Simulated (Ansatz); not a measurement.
GeH2ClO (SMILES [O][GeH2][Cl]): the energy, rung by rung

GeH2ClO: 5 atoms, total charge 0, spin state doublet. SMILES: `[O][GeH2][Cl]`. The shape was relaxed beforehand at wB97X-V/def2-SVP.

Each level gives the adiabatic ionisation energy (to the singlet cation, shapes relaxed at wB97X-V/def2-SVP, no zero-point term) (eV). The values are calculated.

```
               level                    kind  program  value (eV)  CPU time (all runs)
      UHF/def2-TZVPP            Hartree–Fock   Ansatz        6.60                 18 s
     UPBE/def2-TZVPP                     GGA   Ansatz        6.08                8.9 s
 U-r2SCAN/def2-TZVPP                meta-GGA   Ansatz        6.35                 17 s
   UB3LYP/def2-TZVPP           global hybrid   Ansatz        6.36                 14 s
 UPBE0-D4/def2-TZVPP           global hybrid   Ansatz        6.27                 15 s
U-wB97M-V/def2-TZVPP  range-separated hybrid   Ansatz        6.16                 38 s
     UMP2/def2-TZVPP     perturbation theory   Ansatz        5.81                 13 s
```

All-electron rows without a relativistic Hamiltonian named are non-relativistic. The values span 5.81 to 6.60 eV. In the correlated wave-function rows the outer d shell of Ge is correlated, in sets not made for it. In so small a basis fixed costs decide the times, and correlated methods can beat functionals. Times are those of the runs behind each value, whatever else they computed, on shared processors of several kinds: orders of magnitude only.

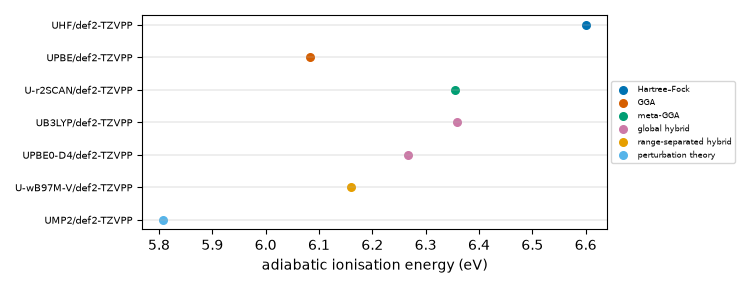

The values of the table, level by level.
